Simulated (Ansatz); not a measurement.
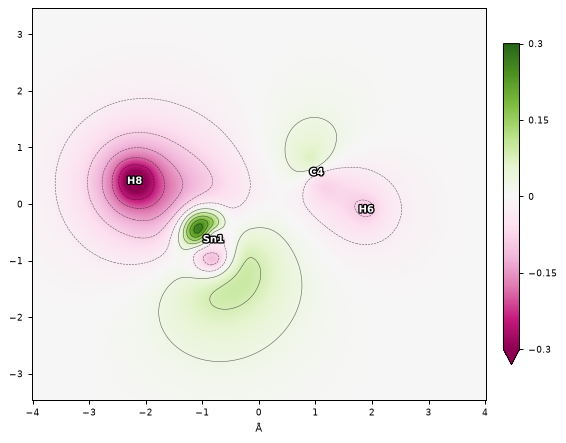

The picture shows: CH6Sn. The HOMO−1 on the plane of atoms C4, Sn1 and H8 (values in Å⁻³ᐟ²; the overall sign is arbitrary).

Core potentials replace the inner electrons of Sn.

Computed with Ansatz 0.2.0, RKS revPBE/def2-mTZVP.

Input file:

```
crystal:
  periodic: [false, false, false]
  atoms:
    - { symbol: Sn, position_ang: [0.0, 0.0, 0.0] }
    - { symbol: H, position_ang: [0.0, 0.0, 1.74] }
    - { symbol: H, position_ang: [1.6408, 0.0, -0.5794] }
    - { symbol: C, position_ang: [-1.0126, 1.7544, -0.716] }
    - { symbol: H, position_ang: [-2.0653, 1.5008, -0.9603] }
    - { symbol: H, position_ang: [-0.9943, 2.5391, 0.069] }
    - { symbol: H, position_ang: [-0.5023, 2.131, -1.6269] }
    - { symbol: H, position_ang: [-0.8195, -1.4198, -0.5794] }
basis:
  gaussian: { orbitals: def2-mTZVP }
hamiltonian:
  xc: revpbe
relax:
  f_tol: 0.02
  max_steps: 40
output:
  orbitals: {}
```

Launched as:

```sh
ansatz run input.yaml --threads 1 --pin off --max-ram 2048MiB --backend cpu --events-out ev --progress --plain --runs-dir out
```

The fields are those of the run's last geometry, not of the input's.

### What is the character of this orbital?

By Hirshfeld shares it lies mainly on Sn1 (about 40 %), H2 (about 35 %), H3 (about 10 %) and H8 (about 10 %). It is one of a degenerate set, so its orientation is arbitrary. Its energy is −7.60 eV.
